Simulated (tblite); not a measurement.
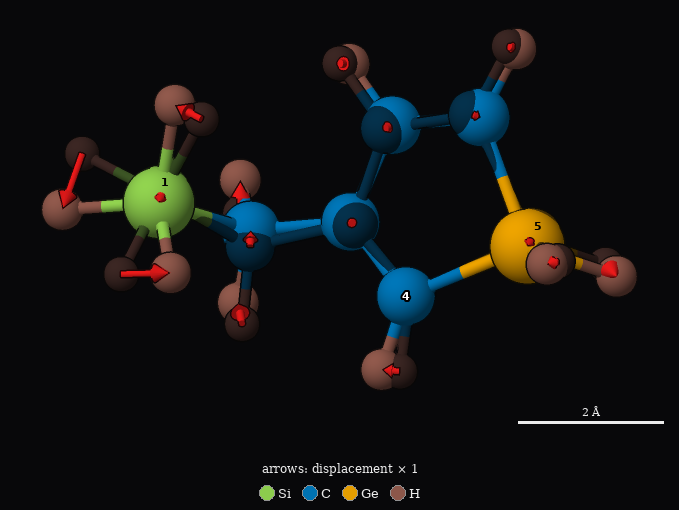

A relaxation of C₅H₁₀GeSi. The starting structure is drawn faded, the final one solid; red arrows show the displacements, at their true length. The two geometries are superimposed by the best rigid fit.

Style: ball-and-stick. Shown face on.

These are results of GFN2-xTB geometry optimisation, gas phase in tblite 0.8.0, not measurements. 

### What happened in the run?

After 119 geometry steps the energy has fallen by 0.558 eV. An H atom moves most after the best rigid fit: 0.89 Å. Largest moves by element: H 0.89 Å, C 0.26 Å, Si 0.14 Å, Ge 0.13 Å. Among the contacts that change: C–Si 1.840 → 1.912 Å, C–C 1.403 → 1.467 Å, C–C 1.547 → 1.486 Å, C–C 1.299 → 1.343 Å. Among the angles between lasting bonds that change: C–Ge–H 105.8° → 116.5°, H–Ge–H 117.1° → 106.7°, C–C–H 131.0° → 122.0°. Groups turn about C–Si by about 40°.
